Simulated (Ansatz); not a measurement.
## Electronic structure of H$_{2}$O$_{3}$Si···CH$_{4}$ in real space

The calculation's input:

```
crystal:
  periodic: [false, false, false]
  atoms:
    - { symbol: Si, position_ang: [-0.868729, -1.085295, 0.297875] }
    - { symbol: C, position_ang: [1.179672, 1.01632, -0.895836] }
    - { symbol: O, position_ang: [-0.154317, -1.989381, -0.697889] }
    - { symbol: H, position_ang: [0.934438, -0.027037, -1.082886] }
    - { symbol: O, position_ang: [-2.122084, -0.08978, 0.007282] }
    - { symbol: O, position_ang: [-0.532263, -0.911151, 1.892169] }
    - { symbol: H, position_ang: [0.974953, 1.286415, 0.152206] }
    - { symbol: H, position_ang: [0.587233, 1.662828, -1.555982] }
    - { symbol: H, position_ang: [2.249425, 1.174315, -1.088722] }
    - { symbol: H, position_ang: [-2.45483, 0.406734, 0.762348] }
    - { symbol: H, position_ang: [0.206402, -1.44397, 2.209434] }
basis:
  gaussian: { orbitals: def2-SVP }
hamiltonian:
  xc: pbe0
  dispersion: d4
relax:
  f_tol: 0.03
  max_steps: 50
output:
  orbitals: {}
```

Run with:

```sh
ansatz run input.yaml --threads 2 --pin off --max-ram 3072MiB --backend cpu --events-out ev --progress --plain --runs-dir out
```

The fields are those of the relaxed geometry.

These are results of Ansatz, RKS PBE0-D4/def2-SVP, not measurements.

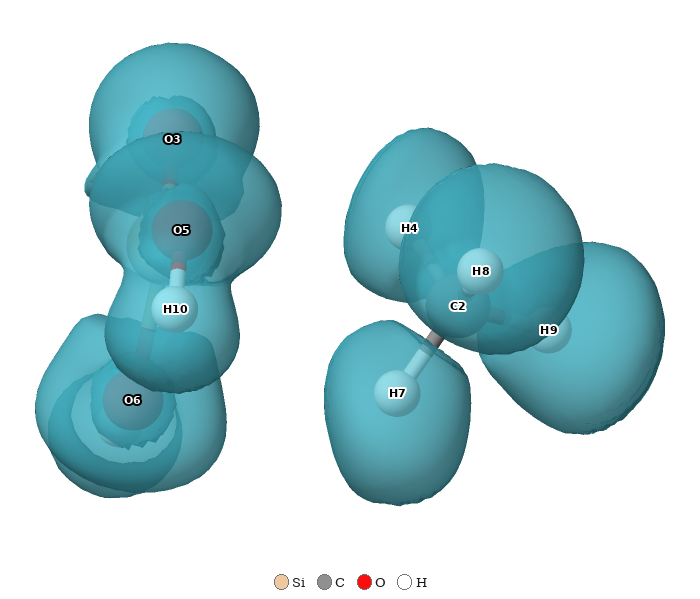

Figure 1. Isosurface of the ELF at 0.75 (cyan), seen from one side. Only the valence region is drawn (cores and ρ < 0.01 e/Å³ removed).

### What do the ELF domains correspond to?

The ELF exceeds this value in four regions around hydrogen nuclei, one region wrapped around O (its lone pairs, merged into a ring or cap) and two joined regions spread over several atoms (H, O), in which their bonds and any lone pairs are merged. Along the contacts the grid gives the following. Si1···H4 (2.55 Å): the ELF dips to about 0.05 between them. Si–O (1.52 Å): the ELF peaks at about 0.80 between the atoms; a shared but strongly polarised pair.

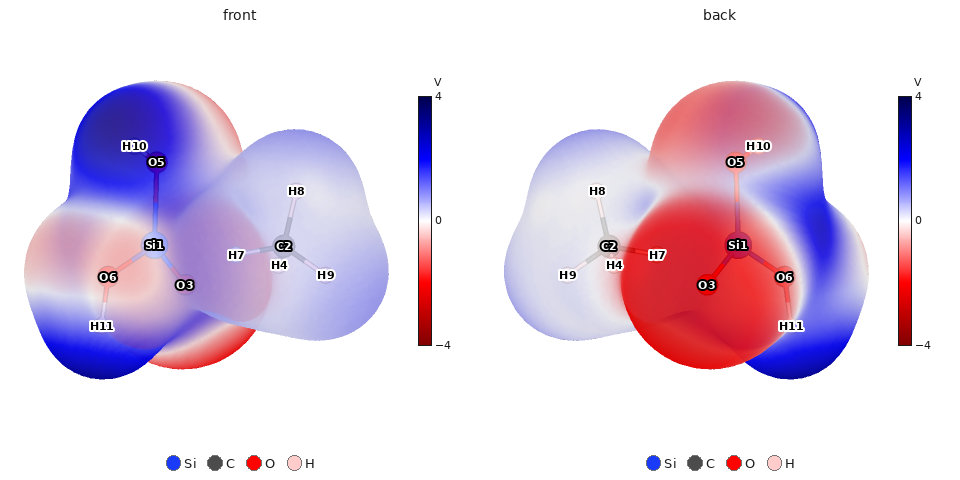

Figure 2. The molecular electrostatic potential painted on the density surface at 0.002 e/bohr³, seen from the front and from behind; red is negative and blue positive.

### Describe the electrostatic potential map.

The most negative region (about −2.4 V) lies over O3, the most positive (about +3.1 V) over H10 and H11. O3 is the likeliest acceptor of a hydrogen bond.

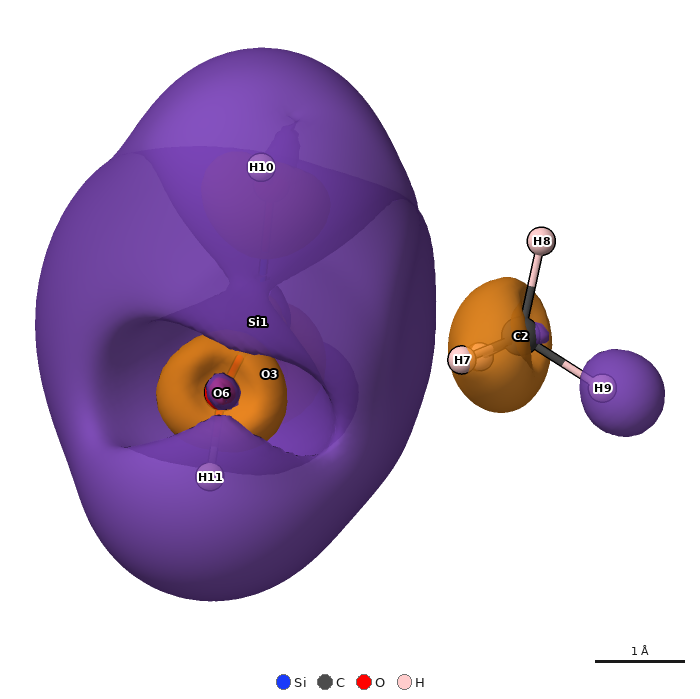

Figure 3. The LUMO at ±0.06 Å⁻³ᐟ² (orange and purple are the two phases), seen across its widest extent.

### Where does this orbital lie, and at what energy?

Its weight (Hirshfeld) is mainly on Si1 (about 45 %), O3 (about 10 %), O6 (about 10 %), O5 (about 10 %), H11 (about 10 %) and H10 (about 10 %). Its energy is −0.42 eV.
